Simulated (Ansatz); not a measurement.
Response to strain in Mg2Sn

Base system: Mg₂Sn (space group Fm-3m, No. 225; a = 6.818 Å; relaxed with 0.1 eV smearing).

Strains are applied to the cell and any free atomic positions relax.

Method: PBE (Ansatz, a program for electronic structure, PAW, no SOC).

Notes on the quantities. energy relative to the base: free energy F.

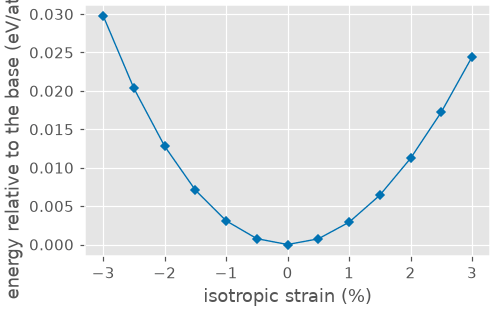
Figure. Energy relative to the base against isotropic strain

```
isotropic strain (%)  energy relative to the base
--------------------  ---------------------------
-3                                   +30 meV/atom
-2.5                                 +20 meV/atom
-2                                   +13 meV/atom
-1.5                                +7.1 meV/atom
-1                                  +3.1 meV/atom
-0.5                                +0.8 meV/atom
0.5                                 +0.7 meV/atom
1                                   +2.9 meV/atom
1.5                                 +6.4 meV/atom
2                                    +11 meV/atom
2.5                                  +17 meV/atom
3                                    +24 meV/atom
```

Whether these cells are dynamically stable was not tested.
